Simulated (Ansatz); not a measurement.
A series of calculations on C$_{3}$H$_{8}$SSi

Part 1: Relaxation

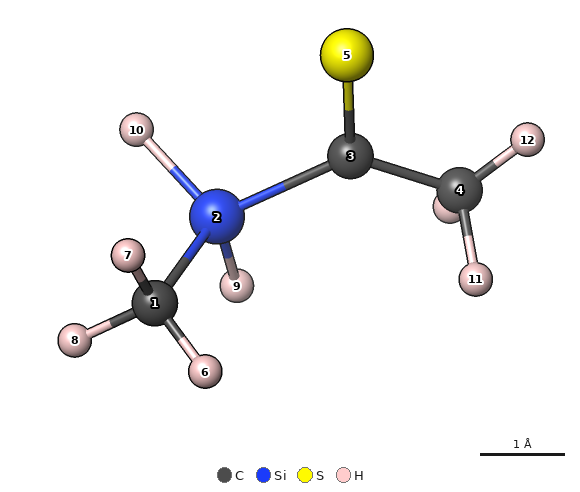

C$_{3}$H$_{8}$SSi, before the relaxation. The picture is a ball-and-stick view, seen from a free direction.

The run prepares an end point of a later path (torsion) calculation, from a guessed geometry.

Theory: RKS PBE0/def2-SVP (Ansatz 0.2.0).

The input:
```yaml
crystal:
  periodic: [false, false, false]
  atoms:
    - { symbol: C, position_ang: [-1.082, 1.0351, 1.3913] }
    - { symbol: Si, position_ang: [-0.2914, 0.9255, -0.2635] }
    - { symbol: C, position_ang: [0.996, -0.4102, -0.2958] }
    - { symbol: C, position_ang: [0.8405, -1.6746, -1.0382] }
    - { symbol: S, position_ang: [2.4336, -0.1621, 0.5712] }
    - { symbol: H, position_ang: [-1.5826, 0.1453, 1.6779] }
    - { symbol: H, position_ang: [-0.3998, 1.3805, 2.1663] }
    - { symbol: H, position_ang: [-1.8869, 1.8481, 1.3363] }
    - { symbol: H, position_ang: [-1.3169, 0.6215, -1.2407] }
    - { symbol: H, position_ang: [0.2738, 2.2499, -0.636] }
    - { symbol: H, position_ang: [0.0336, -2.2927, -0.4591] }
    - { symbol: H, position_ang: [1.6993, -2.2638, -1.1557] }
    - { symbol: H, position_ang: [0.3034, -1.4372, -2.0391] }
basis:
  gaussian: { orbitals: def2-SVP }
hamiltonian:
  xc: pbe0
relax:
  f_tol: 0.015
  max_steps: 40
```

Run as
```bash
ansatz run input.yaml --threads 2 --pin off --max-ram 3072MiB --backend cpu --events-out ev --progress --plain --runs-dir out
```

**What does the optimiser find from here?**

The energy falls by 10.9 kcal/mol in 29 accepted moves (32 points after the start). Largest force component: 4.4 eV/Å at the start, 0.011 eV/Å at the end. The line search rejected the trial steps at points 5, 19, 29 of the run. The forces were under the threshold at step 24, but the run went on from there. The atom that moves furthest after the best rigid fit is S5 (1.45 Å). Largest moves by element: S 1.45 Å, H 1.24 Å, Si 0.49 Å, C 0.47 Å. Among the contacts that change: C3–S5 1.697 → 1.630 Å, C4–H11 1.170 → 1.105 Å, C4–H13 1.160 → 1.105 Å, Si2–C3 1.855 → 1.909 Å. Among the angles between lasting bonds that change: Si2–C3–C4 123.6° → 117.9°, C3–C4–H12 116.9° → 111.7°, C3–Si2–H10 111.9° → 107.0°. Groups turn about Si2–C3 by about 65°.

The structure at the end:

```xyz
13

C    -0.9405    1.4056    1.4980
Si   -0.6362    0.5916   -0.1557
C     0.7394   -0.7299   -0.0673
C     1.0578   -1.4944   -1.3127
S     1.5209   -0.9800    1.3406
H    -1.2474    0.6573    2.2439
H    -0.0210    1.8856    1.8643
H    -1.7308    2.1676    1.4146
H    -1.8709   -0.0849   -0.6732
H    -0.2194    1.5908   -1.1940
H     0.1589   -2.0290   -1.6687
H     1.8715   -2.2156   -1.1504
H     1.3383   -0.7994   -2.1244
```

The end point in the same view:

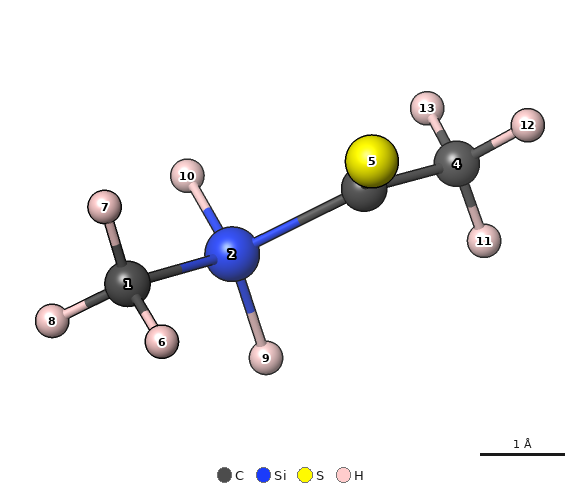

Part 2: Relaxation

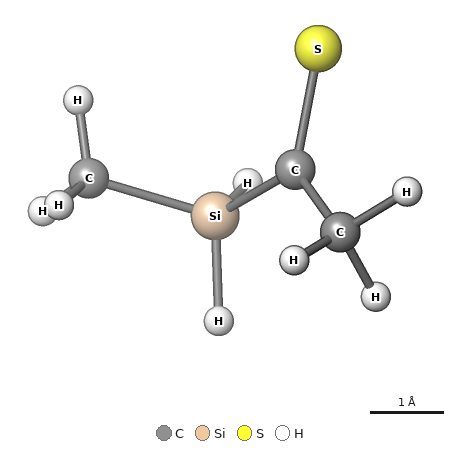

Starting structure of C3H8SSi. Style: ball-and-stick. Shown at a tilt.

The run prepares an end point of a later path (torsion) calculation, from a guessed geometry.

The calculation used RKS PBE0/def2-SVP in Ansatz.

Input file:
```yaml
crystal:
  periodic: [false, false, false]
  atoms:
    - { symbol: C, position_ang: [-1.082, 1.0351, 1.3913] }
    - { symbol: Si, position_ang: [-0.2914, 0.9255, -0.2635] }
    - { symbol: C, position_ang: [0.996, -0.4102, -0.2958] }
    - { symbol: C, position_ang: [0.8405, -1.6746, -1.0382] }
    - { symbol: S, position_ang: [2.4336, -0.1621, 0.5712] }
    - { symbol: H, position_ang: [-1.5826, 0.1453, 1.6779] }
    - { symbol: H, position_ang: [-0.3998, 1.3805, 2.1663] }
    - { symbol: H, position_ang: [-1.8869, 1.8481, 1.3363] }
    - { symbol: H, position_ang: [-1.3169, 0.6215, -1.2407] }
    - { symbol: H, position_ang: [0.2738, 2.2499, -0.636] }
    - { symbol: H, position_ang: [0.49318, -1.377, -2.11491] }
    - { symbol: H, position_ang: [0.16648, -2.37472, -0.64573] }
    - { symbol: H, position_ang: [1.8994, -2.10975, -1.22795] }
basis:
  gaussian: { orbitals: def2-SVP }
hamiltonian:
  xc: pbe0
relax:
  f_tol: 0.015
  max_steps: 40
```

Launched with:
```bash
ansatz run input.yaml --threads 2 --pin off --max-ram 3072MiB --backend cpu --events-out ev --progress --plain --runs-dir out
```

**Predict the outcome.**

The energy falls by 12.9 kcal/mol in 30 accepted moves (35 points after the start). The largest force component goes from 3.8 to 0.013 eV/Å. The line search rejected the trial steps at points 5, 6, 19, 27, 29 of the run. The atom that moves furthest after the best rigid fit is S5 (1.42 Å). By element the largest moves are S 1.42 Å, H 1.17 Å, C 0.50 Å, Si 0.47 Å. Near-neighbour distances that change, for instance: C3–S5 1.697 → 1.630 Å, C4–H11 1.170 → 1.105 Å, C4–H13 1.160 → 1.099 Å, C4–H12 1.048 → 1.105 Å. Among the angles between lasting bonds that change: H11–C4–H13 102.5° → 109.5°, C3–C4–H12 116.9° → 110.0°, Si2–C3–C4 123.6° → 118.0°. Groups turn about Si2–C3 by about 70°.

Final geometry:

```xyz
13

C    -0.9443    1.3750    1.4813
Si   -0.6090    0.5881   -0.1791
C     0.7896   -0.7090   -0.0937
C     1.1478   -1.4375   -1.3495
S     1.5459   -0.9792    1.3245
H    -1.2391    0.6113    2.2162
H    -0.0392    1.8723    1.8603
H    -1.7514    2.1196    1.4005
H    -1.8253   -0.1060   -0.7163
H    -0.2019    1.6081   -1.2007
H     1.4353   -0.7185   -2.1374
H     0.2659   -1.9767   -1.7392
H     1.9691   -2.1499   -1.1867
```

After the run, drawn alike:

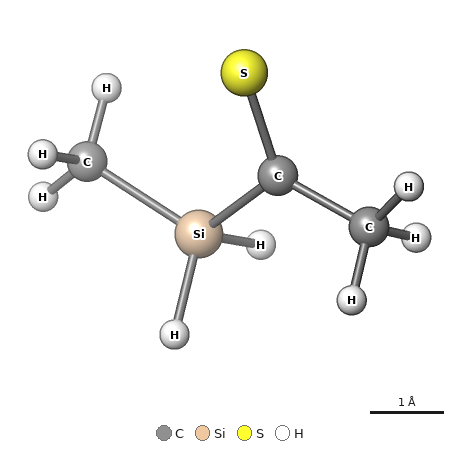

Part 3: Path

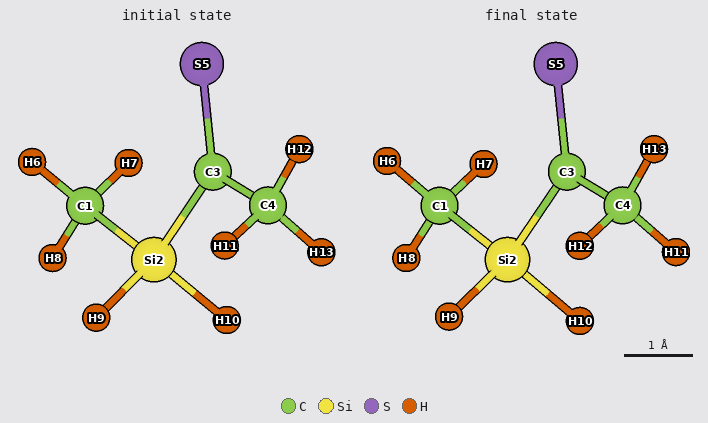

The two relaxed end points of a path for C3H8SSi. The picture is a ball-and-stick view, seen from a free direction.

All numbers below come from Ansatz 0.2.0, RKS PBE0/def2-SVP.

Input file:
```yaml
crystal:
  periodic: [false, false, false]
  atoms:
    - { symbol: C, position_ang: [-0.930727, 1.417703, 1.49263] }
    - { symbol: Si, position_ang: [-0.629313, 0.59803, -0.158742] }
    - { symbol: C, position_ang: [0.731887, -0.737718, -0.063686] }
    - { symbol: C, position_ang: [1.046498, -1.507471, -1.306862] }
    - { symbol: S, position_ang: [1.505907, -0.993915, 1.3473] }
    - { symbol: H, position_ang: [-1.24803, 0.673886, 2.238564] }
    - { symbol: H, position_ang: [-0.007476, 1.888619, 1.861352] }
    - { symbol: H, position_ang: [-1.712596, 2.187927, 1.405369] }
    - { symbol: H, position_ang: [-1.869391, -0.06622, -0.679517] }
    - { symbol: H, position_ang: [-0.198529, 1.591204, -1.19714] }
    - { symbol: H, position_ang: [0.143238, -2.033106, -1.665135] }
    - { symbol: H, position_ang: [1.852013, -2.236932, -1.14062] }
    - { symbol: H, position_ang: [1.33712, -0.816706, -2.118613] }
basis:
  gaussian: { orbitals: def2-SVP }
hamiltonian:
  xc: pbe0
neb:
  order_check: false
  images: 7
  f_tol: 0.05
  max_iterations: 60
  initial_path: idpp
  final_atoms:
    - { symbol: C, position_ang: [-0.93400728, 1.41039108, 1.49720092] }
    - { symbol: Si, position_ang: [-0.7115032, 0.50781109, -0.12278965] }
    - { symbol: C, position_ang: [0.79870898, -0.66028773, -0.09670666] }
    - { symbol: C, position_ang: [1.08246579, -1.46688037, -1.32342569] }
    - { symbol: S, position_ang: [1.72539995, -0.74134356, 1.24150117] }
    - { symbol: H, position_ang: [-1.07772371, 0.69408525, 2.3197396] }
    - { symbol: H, position_ang: [-0.04138167, 2.01042019, 1.72820671] }
    - { symbol: H, position_ang: [-1.80852659, 2.07774657, 1.45126813] }
    - { symbol: H, position_ang: [-1.91179949, -0.32665894, -0.45875543] }
    - { symbol: H, position_ang: [-0.51064937, 1.46190401, -1.26266979] }
    - { symbol: H, position_ang: [1.21717836, -0.80038857, -2.1940154] }
    - { symbol: H, position_ang: [0.2153786, -2.10766421, -1.56424136] }
    - { symbol: H, position_ang: [1.97706063, -2.0938338, -1.20041256] }
```

Command:
```bash
ansatz run input.yaml --threads 2 --pin off --max-ram 3072MiB --backend cpu --events-out ev --progress --plain --runs-dir out
```

Q: Predict the minimum-energy path and its barrier.

A: The barrier is about 4.63 kJ/mol in both directions, with image 4 at the top; the ends have the same energy. The motion is a rotation about the C3–C4 bond by about 120°. No bond forms or breaks between the ends. Among the angles between lasting bonds that change up to the highest image: H12–C4–H13 109.5° → 106.5°, C3–C4–H11 110.0° → 113.0°. The band converged in 6 iterations. The largest component of the band force went from 0.45 to 0.019 eV/Å. The climbing image converged on the top of the path. Its vibrational analysis gives one imaginary mode (147i cm⁻¹), as a transition state must have.

Energies of the converged images:

```json
{"image": "0", "path (Å)": "0.00", "E (kJ/mol)": "0.00"}
{"image": "1", "path (Å)": "0.46", "E (kJ/mol)": "0.25"}
{"image": "2", "path (Å)": "0.92", "E (kJ/mol)": "1.61"}
{"image": "3", "path (Å)": "1.38", "E (kJ/mol)": "3.62"}
{"image": "4", "path (Å)": "1.84", "E (kJ/mol)": "4.63"}
{"image": "5", "path (Å)": "2.29", "E (kJ/mol)": "3.70"}
{"image": "6", "path (Å)": "2.73", "E (kJ/mol)": "1.74"}
{"image": "7", "path (Å)": "3.18", "E (kJ/mol)": "0.32"}
{"image": "8", "path (Å)": "3.63", "E (kJ/mol)": "0.00"}
```

The geometry at the top of the path:

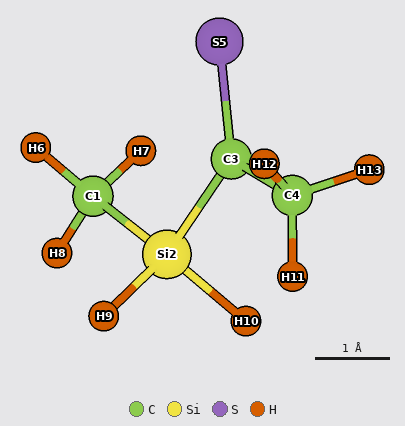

Cost: 120 s on 2 threads of Intel(R) Xeon(R) Platinum 8488C (Sapphire Rapids), with other jobs on the host, peak memory 0.3 GiB.
